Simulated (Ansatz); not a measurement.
# H3Si (charge +1): composite energy at a relaxed geometry

The task is a composite energy at a relaxed geometry, for H3Si (charge +1). SMILES: [SiH3+].

Computed with Ansatz 0.2.0, driven from Python. The levels of theory stand in the script.

### Step 1. The system

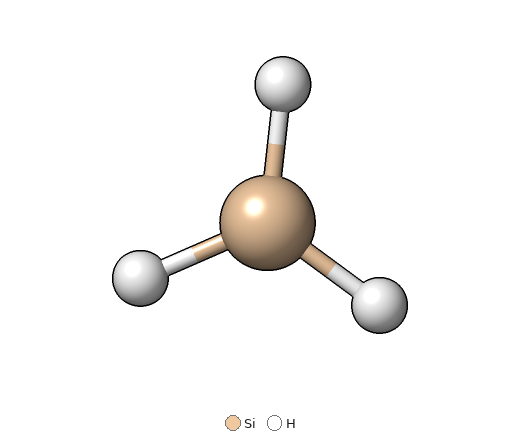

The structure that the script starts from, seen from a chosen angle (silicon light orange, hydrogen white).

h3si.xyz, read by the script:

```xyz
4

Si    0.00831   -0.00063   -0.00475
H     0.68079    0.67248    1.10921
H    -0.12064   -1.45991   -0.00836
H    -0.56846    0.78806   -1.09610
```

### Step 2. Script

Input file h3si.py:

```python
'''A composite energy for H3Si(+): DFT geometry, MP2 basis limit, coupled-cluster correction.'''

import itertools
import warnings

import ansatz as az
from ase.data import atomic_numbers, covalent_radii
import numpy as np

BASIS_SET = 'def2-SVP'
FUNCTIONAL = 'r2SCAN'
CHARGE = 1

warnings.simplefilter('ignore', az.DeckWarning)

geometry = az.Crystal.molecule_from_extxyz('h3si.xyz')

job = (
    geometry.calculation()
    .basis(gaussian=BASIS_SET)
    .functional(FUNCTIONAL)
    .charge(CHARGE)
)
symbols = [site.symbol for site in geometry.cartesian_sites]
start = np.array([site.position_ang for site in geometry.cartesian_sites], dtype=float)
r = job.relax(force_tolerance=0.01).run(threads=1).report
end = np.array(r['positions_ang'])
# pairs closer than 1.2 times the sum of covalent radii, before or after
radius = [covalent_radii[atomic_numbers[s]] for s in symbols]
span = lambda where, i, j: np.linalg.norm(where[i] - where[j])
bonded = [(i, j) for i, j in itertools.combinations(range(len(symbols)), 2) if min(span(start, i, j), span(end, i, j)) < 1.2 * (radius[i] + radius[j])]
print('pair        before    after (A)')
for i, j in bonded:
    print(f'{symbols[i]}{i}-{symbols[j]}{j}'.ljust(10), f'{span(start, i, j):8.4f} {span(end, i, j):8.4f}')

minimum = az.Crystal.molecule()
for symbol, place in zip(symbols, end):
    minimum = minimum.atom(symbol, place.tolist())
at_minimum = minimum.calculation().charge(CHARGE)
# MP2 extrapolated to the basis limit, plus the small-basis difference CCSD(T) - MP2
level = lambda method, basis: at_minimum.basis(gaussian=basis).correlation(method).run(threads=1).report
small, large, cluster = level('mp2', 'cc-pVDZ'), level('mp2', 'cc-pVTZ'), level('ccsd_t', 'cc-pVDZ')
corr = lambda each: (each['free_energy_ev'] - each['reference_energy_ev']) / 27.211386246
mp2_limit = (27 * corr(large) - 8 * corr(small)) / 19
pieces = {'HF / cc-pVTZ': large['reference_energy_ev'] / 27.211386246, 'MP2 correlation, DZ-TZ limit': mp2_limit, 'CCSD(T) - MP2 / cc-pVDZ': corr(cluster) - corr(small)}
for name, value in pieces.items():
    print(f'{name:32s} {value:14.6f} Ha')
print(f'{"sum":32s} {sum(pieces.values()):14.6f} Ha')
print('T1 diagnostic', round(cluster['correlation']['coupled_cluster']['t1_diagnostic'], 4))
```

### Step 3. The input behind the calls

The package turns the script's settings into the engine's input (first run):

```yaml
crystal:
  periodic: [false, false, false]
  atoms:
    - { symbol: Si, position_ang: [0.00831, -0.00063, -0.00475] }
    - { symbol: H, position_ang: [0.68079, 0.67248, 1.10921] }
    - { symbol: H, position_ang: [-0.12064, -1.45991, -0.00836] }
    - { symbol: H, position_ang: [-0.56846, 0.78806, -1.0961] }
basis:
  gaussian:
    orbitals: def2-SVP
hamiltonian:
  xc: r2scan
total_charge: 1.0
relax:
  f_tol: 0.01
```

### Step 4. Launch

Command:

```bash
> python h3si.py
```

Log:

```text
pair        before    after (A)
Si0-H1       1.4650   1.4772
Si0-H2       1.4650   1.4772
Si0-H3       1.4648   1.4772
HF / cc-pVTZ                        -290.361452 Ha
MP2 correlation, DZ-TZ limit          -0.110861 Ha
CCSD(T) - MP2 / cc-pVDZ               -0.026445 Ha
sum                                 -290.498758 Ha
T1 diagnostic 0.0088
```

It took 3.9 s on 1 thread of Arm Neoverse V2, shared host; peak memory 0.17 GiB.

### Step 5. Path of the relaxation of run 0

Relaxation path:

```csv
step,energy from step 1 (eV),largest force component (eV/Å)
1,0.0000,0.2423
2,-0.0039,0.0944
3,-0.0050,0.0022
```

Step 1 is the start.

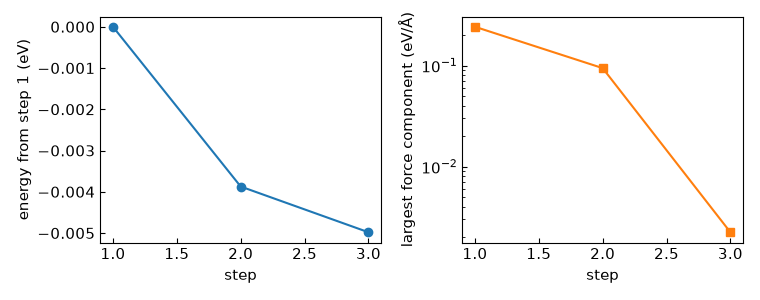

Energy and largest force along the relaxation.

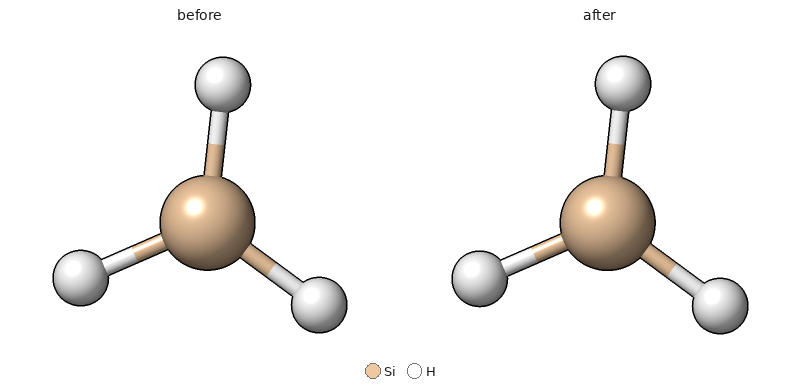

Before and after, at one scale. The change is too small to see at this scale.

Before: Bond lengths: Si1–H2 1.465 Å, Si1–H3 1.465 Å, Si1–H4 1.465 Å. Angles: H2–Si1–H3 120.0°, H2–Si1–H4 120.0°, H3–Si1–H4 120.0°.

After: Bond lengths: Si1–H2 1.477 Å, Si1–H3 1.477 Å, Si1–H4 1.477 Å. Angles: H2–Si1–H3 120.0°, H2–Si1–H4 120.0°, H3–Si1–H4 120.0°.

Run 0 is this relaxation; the runs after it count from 1.

### Step 6. The engine's runs

The 3 runs, in the order started:

```csv
run,basis,method,energy (eV),iterations in all,CPU time (s)
1,cc-pVDZ,mp2,-7903.0115,11,0.1
2,cc-pVTZ,mp2,-7903.9353,11,0.24
3,cc-pVDZ,ccsd_t,-7903.7311,15,0.17
```

### Step 7. What came out

| quantity | value |
| --- | --- |
| T1 diagnostic | 0.0088 |
| composite energy | -290.498758 Ha |
| runs compared | 3 |

All 3 runs converged, in 11 to 15 cycles. A T1 diagnostic under about 0.02 supports a single-reference treatment, as here. Run 0: The relaxation took 2 moves; the largest shift is 0.013 Å. Notes:
- The sum leaves out core correlation, relativity, the Hartree-Fock basis error and zero-point energy; a DZ-TZ extrapolation is rough.
- Inner cores stay frozen, so this is valence correlation.
- For Al to Cl the sets with a tight d function, cc-pV(X+d)Z, are usual.
- An extrapolation from small basis sets is rough.
